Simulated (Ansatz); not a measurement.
# ClGeH5N with multiplicity 2: a relaxation

Aim: relax a first guess of the structure. Meant to form: Cl2–N6; to break: Ge1–Cl2. The start is a guess near the saddle point, from which both ends are pulled out.

All numbers below are computed with Ansatz 0.2.0 (UKS PBE-D4/def2-SVP).

## Step 1: The system as given

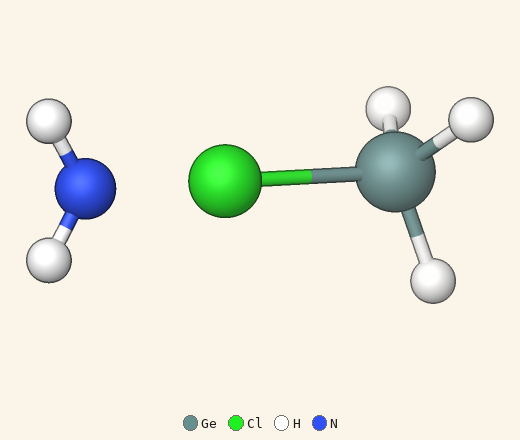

The starting structure, seen from a chosen angle (germanium teal, chlorine green, hydrogen white, nitrogen blue).

As a file:

```xyz
8

Ge    0.0000    0.0000    0.0000
Cl    0.0000    0.0000    2.4700
H     1.4616    0.0000   -0.5162
H    -0.7300    1.2648   -0.5162
H    -0.7300   -1.2648   -0.5162
N     0.0000    0.0000    4.5000
H    -0.4960   -0.7725    5.0300
H     0.4960    0.7725    5.0300
```

## Step 2: Pulling towards end A

Springs on the bonds that form and break draw the guess towards this end; the thresholds are loose.

File input.yaml:

```yaml
crystal:
  periodic: [false, false, false]
  atoms:
    - { symbol: Ge, position_ang: [0.0, 0.0, 0.0] }
    - { symbol: Cl, position_ang: [0.0, 0.0, 2.47] }
    - { symbol: H, position_ang: [1.4616, 0.0, -0.5162] }
    - { symbol: H, position_ang: [-0.73, 1.2648, -0.5162] }
    - { symbol: H, position_ang: [-0.73, -1.2648, -0.5162] }
    - { symbol: "N", position_ang: [0.0, 0.0, 4.5] }
    - { symbol: H, position_ang: [-0.496, -0.7725, 5.03] }
    - { symbol: H, position_ang: [0.496, 0.7725, 5.03] }
magnetization:
  spin_polarized: true
  initial_magnetization: 1
basis:
  gaussian: { orbitals: def2-SVP }
hamiltonian:
  xc: pbe
  dispersion: d4
relax:
  f_tol: 0.15
  max_steps: 25
  restrain:
    - { distance: [1, 5], at: 2.93, k: 30.0 }
    - { distance: [0, 1], at: 2.22, k: 30.0 }
```

Run with:

```console
> ansatz run input.yaml --threads 2 --pin off --max-ram 3072MiB --backend cpu --events-out ev --progress --plain --runs-dir out
```

The program printed, cut to the lines that bear on the results:

```text
Warning: RAYON_NUM_THREADS=2 ignored (pool sized by the plan → 2); use --threads N
[...]
Functional definition: PBE
[...]
1008 factors; their error is unknown
[...]
mean field -70581.23603612 eV, -2593.8125826473 hartree, gradient 2.5e-6 eV, S^2 0.754313; 6 other end points of the search recorded, 0 dependent functions left out
[...]
reference -70581.23607553 eV, -2593.8125840955 hartree; 31, 30 occupied and 58, 59 virtual orbitals, 1008 factors
relax step   1: F+E_penalty+E_count = -70581.35275652 eV  Δ(F+E_penalty+E_count) = +0.000e0 eV  max|allowed force component| = 3.593e0 eV/Å  E_restraint = 13.08750000 eV  max|allowed force component, restraints' pulls added| = 3.809e1 eV/Å  Δτ_max = 0.0000 Å  (181 SCF iters, accepted)
[...]
relax step   4: F+E_penalty+E_count = -70582.29917624 eV  Δ(F+E_penalty+E_count) = -2.569e-1 eV  max|allowed force component| = 2.360e0 eV/Å  E_restraint = 0.03202776 eV  max|allowed force component, restraints' pulls added| = 1.250e0 eV/Å  Δτ_max = 0.1948 Å  (32 SCF iters, accepted)
[...]
relax step   7: F+E_penalty+E_count = -70582.83554418 eV  Δ(F+E_penalty+E_count) = -3.293e-2 eV  max|allowed force component| = 5.696e-1 eV/Å  E_restraint = 0.00231123 eV  max|allowed force component, restraints' pulls added| = 5.687e-1 eV/Å  Δτ_max = 0.1107 Å  (29 SCF iters, accepted)
[...]
relax step  14: F+E_penalty+E_count = -70582.87365576 eV  Δ(F+E_penalty+E_count) = -3.199e-3 eV  max|allowed force component| = 3.723e-1 eV/Å  E_restraint = 0.00145836 eV  max|allowed force component, restraints' pulls added| = 1.424e-1 eV/Å  Δτ_max = 0.0895 Å  (31 SCF iters, accepted)
  distance Cl 1 - N 5 = 2.9321 Å
  distance Ge 0 - Cl 1 = 2.2104 Å
1008 factors; their error is unknown
mean field -70582.76177496 eV, -2593.8686525157 hartree, gradient 1.2e-5 eV, S^2 0.752480; 1 other end points of the search recorded, 0 dependent functions left out
[...]
reference -70582.76181287 eV, -2593.8686539088 hartree; 31, 30 occupied and 58, 59 virtual orbitals, 1008 factors
Total energy: -70582.87369367 eV, -2593.8727654521 hartree
Atom 0 at    -0.007705     0.006608    -0.039712 Å, force    -0.050909     0.027442     0.297178 eV/Å
Atom 1 at    -0.366367     0.228139     2.130071 Å, force     0.045103    -0.022781    -0.372255 eV/Å
Atom 2 at     1.522919    -0.036012    -0.268924 Å, force    -0.009482     0.003267     0.026194 eV/Å
Atom 3 at    -0.650128     1.232315    -0.731149 Å, force     0.003909    -0.000990     0.006471 eV/Å
Atom 4 at    -0.680528    -1.313691    -0.484676 Å, force     0.000577    -0.001105     0.009310 eV/Å
Atom 5 at    -0.312290     0.193122     5.061420 Å, force     0.089124    -0.143087     0.005096 eV/Å
Atom 6 at    -0.171641    -0.837661     4.915960 Å, force    -0.032401     0.138605     0.019258 eV/Å
Atom 7 at     0.667340     0.527179     4.898410 Å, force    -0.045920    -0.001351     0.008748 eV/Å
Dipole moment:     0.367501    -0.226875    -0.514824 e Å
```

It took 36 s on 2 threads of Arm Neoverse V2, shared host; peak memory 0.17 GiB.

Step by step:

| step | energy from step 1 (eV) | largest force component (eV/Å) |
| --- | --- | --- |
| 1 | 0.0000 | 3.5931 |
| 2 | -0.6723 | 1.8922 |
| 3 | -0.6895 | 3.1847 |
| 4 | -0.9464 | 2.3596 |
| 5 | -1.3494 | 0.8497 |
| 6 | -1.4499 | 0.4433 |
| 7 | -1.4828 | 0.5696 |
| 8x | -1.1866 | 3.5160 |
| 9 | -1.5008 | 0.3635 |
| 10 | -1.5042 | 0.5270 |
| 11 | -1.5137 | 0.3744 |
| 12 | -1.5177 | 0.3637 |
| 13x | -1.5149 | 0.5875 |
| 14 | -1.5209 | 0.3723 |

Step 1 is the start. 2 steps were tried and not accepted (8, 13; marked x where the table lists them). Energies and forces in the table leave out the springs, which the log lists apart; the run stops on the force with the springs' pull added.

After: Bond lengths: Ge1–Cl2 2.210 Å, Ge1–H3 1.548 Å, Ge1–H4 1.547 Å, Ge1–H5 1.547 Å, N6–H7 1.050 Å, N6–H8 1.048 Å. Angles: Cl2–Ge1–H3 108.0°, Cl2–Ge1–H4 107.0°, Cl2–Ge1–H5 107.3°, H3–Ge1–H4 111.5°, H3–Ge1–H5 111.3°, H4–Ge1–H5 111.5°, H7–N6–H8 99.6°.

Pairs that crossed the distance rule for bonds on the way: moved apart Cl2–N6.

## Step 3: Relaxing end A

It starts where the restrained run ended.

File input.yaml:

```yaml
crystal:
  periodic: [false, false, false]
  atoms:
    - { symbol: Ge, position_ang: [-0.007705, 0.006608, -0.039712] }
    - { symbol: Cl, position_ang: [-0.366367, 0.228139, 2.130071] }
    - { symbol: H, position_ang: [1.522919, -0.036012, -0.268924] }
    - { symbol: H, position_ang: [-0.650128, 1.232315, -0.731149] }
    - { symbol: H, position_ang: [-0.680528, -1.313691, -0.484676] }
    - { symbol: "N", position_ang: [-0.31229, 0.193122, 5.06142] }
    - { symbol: H, position_ang: [-0.171641, -0.837661, 4.91596] }
    - { symbol: H, position_ang: [0.66734, 0.527179, 4.89841] }
magnetization:
  spin_polarized: true
  initial_magnetization: 1
basis:
  gaussian: { orbitals: def2-SVP }
hamiltonian:
  xc: pbe
  dispersion: d4
relax:
  f_tol: 0.03
  max_steps: 50
```

Run with:

```console
> ansatz run input.yaml --threads 2 --pin off --max-ram 3072MiB --backend cpu --events-out ev --progress --plain --runs-dir out
```

The program printed, cut to the lines that bear on the results:

```text
Warning: RAYON_NUM_THREADS=2 ignored (pool sized by the plan → 2); use --threads N
[...]
Functional definition: PBE
[...]
1008 factors; their error is unknown
[...]
mean field -70582.76177913 eV, -2593.8686526687 hartree, gradient 1.3e-5 eV, S^2 0.752480; 0 other end points of the search recorded, 0 dependent functions left out
[...]
reference -70582.76181707 eV, -2593.8686540629 hartree; 31, 30 occupied and 58, 59 virtual orbitals, 1008 factors
relax step   1: F+E_penalty+E_count = -70582.87365992 eV  Δ(F+E_penalty+E_count) = +0.000e0 eV  max|allowed force component| = 3.723e-1 eV/Å  Δτ_max = 0.0000 Å  (34 SCF iters, accepted)
[...]
relax step   6: F+E_penalty+E_count = -70582.88640617 eV  Δ(F+E_penalty+E_count) = -8.820e-4 eV  max|allowed force component| = 1.102e-1 eV/Å  Δτ_max = 0.0485 Å  (30 SCF iters, accepted)
[...]
reference -70582.80076625 eV, -2593.8700854191 hartree; 31, 30 occupied and 58, 59 virtual orbitals, 1008 factors
Total energy: -70582.90632166 eV, -2593.8739645086 hartree
Atom 0 at    -0.041743     0.021038     0.061056 Å, force    -0.000592     0.000635     0.011970 eV/Å
Atom 1 at    -0.940772     0.559075     1.984328 Å, force    -0.003764     0.002261    -0.001067 eV/Å
Atom 2 at     1.489830    -0.026802     0.267593 Å, force     0.001928     0.000190     0.004364 eV/Å
Atom 3 at    -0.449915     1.120103    -0.946910 Å, force     0.000939    -0.001139    -0.001213 eV/Å
Atom 4 at    -0.609977    -1.361077    -0.335680 Å, force    -0.000478    -0.001131     0.000711 eV/Å
Atom 5 at     0.337697    -0.208956     5.229800 Å, force     0.003809    -0.000744    -0.012658 eV/Å
Atom 6 at    -0.299718    -0.735860     4.588094 Å, force    -0.001017     0.000097    -0.002400 eV/Å
Atom 7 at     0.516197     0.632476     4.633120 Å, force    -0.000825    -0.000169     0.000293 eV/Å
Dipole moment:     0.024580    -0.003052    -0.797773 e Å
```

Run time: 42 s. Hardware: 2 threads of Arm Neoverse V2, shared host; peak memory 0.13 GiB.

The steps of the relaxation:

| step | energy from step 1 (eV) | largest force component (eV/Å) |
| --- | --- | --- |
| 1 | 0.0000 | 0.3723 |
| 2 | -0.0066 | 0.2151 |
| 3x | -0.0039 | 0.4451 |
| 4 | -0.0086 | 0.1614 |
| 5 | -0.0119 | 0.0198 |
| 6 | -0.0127 | 0.1102 |
| 7x | 0.0089 | 1.0117 |
| 8 | -0.0154 | 0.0217 |
| 9x | -0.0138 | 0.4145 |
| 10 | -0.0163 | 0.0687 |
| 11 | -0.0173 | 0.1265 |
| 12 | -0.0179 | 0.2892 |
| 13 | -0.0227 | 0.0783 |
| 14 | -0.0264 | 0.0136 |
| 15x | 0.0354 | 1.8266 |
| 16 | -0.0272 | 0.1095 |
| 17 | -0.0277 | 0.2851 |
| 18 | -0.0292 | 0.2535 |
| 19 | -0.0313 | 0.1022 |
| 20 | -0.0326 | 0.0127 |

Step 1 is the start. 4 steps were tried and not accepted (3, 7, 9, 15; marked x where the table lists them).

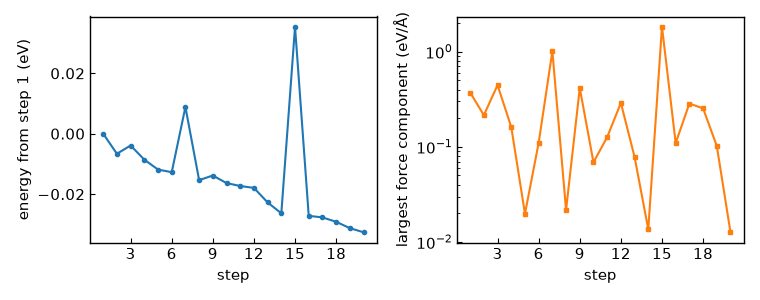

Energy and largest force along the relaxation.

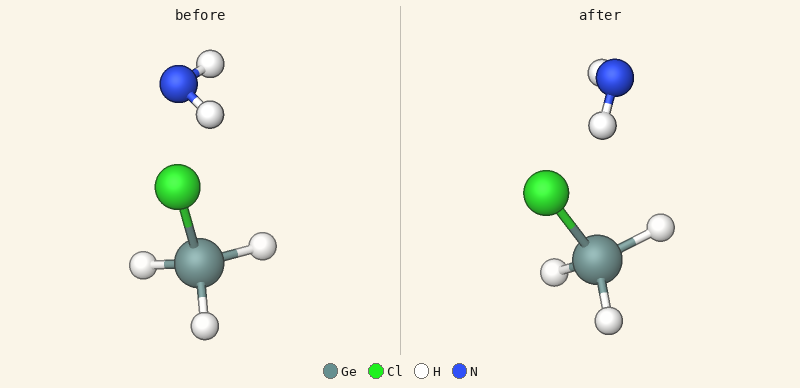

The structure before (left) and after (right), drawn at the same scale.

After: Bond lengths: Ge1–Cl2 2.190 Å, Ge1–H3 1.546 Å, Ge1–H4 1.546 Å, Ge1–H5 1.546 Å, N6–H7 1.047 Å, N6–H8 1.047 Å. Angles: Cl2–Ge1–H3 107.3°, Cl2–Ge1–H4 106.8°, Cl2–Ge1–H5 107.1°, H3–Ge1–H4 111.8°, H3–Ge1–H5 111.8°, H4–Ge1–H5 111.8°, H7–N6–H8 99.1°.

## Step 4: Results

| quantity | value |
| --- | --- |
| end A | 15 moves, 0.033 eV lower |

The relaxation gains 0.03 eV in 15 moves, with N6 moving most (0.78 Å); the start's largest force component was 0.4 eV/Å.
